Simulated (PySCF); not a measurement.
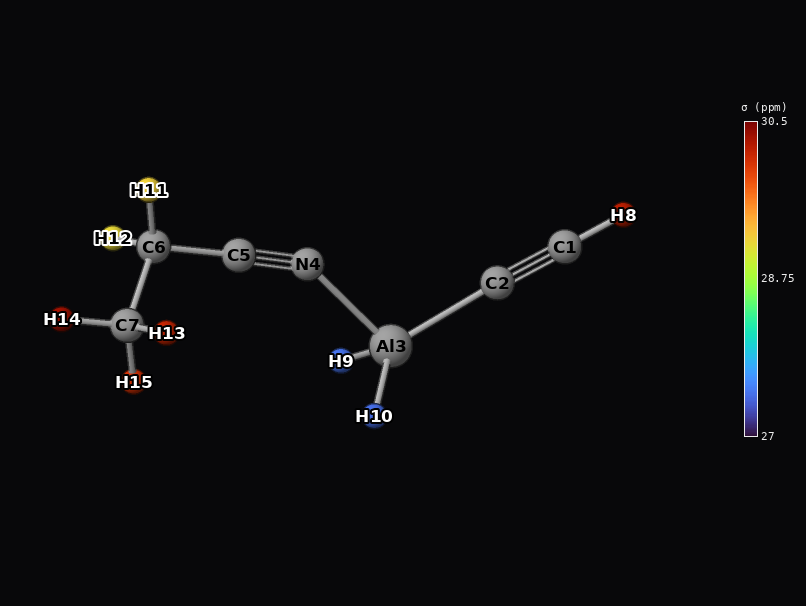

Atoms are coloured by their isotropic NMR shieldings (H only, the others grey). The geometry was computed by an optimisation with GFN2-xTB. No frequency run is at hand to confirm it as a minimum. Properties computed with GIAO PBE0/pcSseg-1 NMR shielding, non-relativistic, gas phase (PySCF 2.14.0).

Give the isotropic NMR shieldings of the H atoms atom by atom.

```json
{"atom": "H8", "σ (ppm)": "30.20"}
{"atom": "H9", "σ (ppm)": "27.49"}
{"atom": "H10", "σ (ppm)": "27.46"}
{"atom": "H11", "σ (ppm)": "29.19"}
{"atom": "H12", "σ (ppm)": "29.14"}
{"atom": "H13", "σ (ppm)": "30.16"}
{"atom": "H14", "σ (ppm)": "30.33"}
{"atom": "H15", "σ (ppm)": "30.05"}
```

The geometry is semi-empirical. Around Al such bond lengths and angles can be off by a tenth of an ångström or more and by several degrees, and values that hang on the shape move with them.
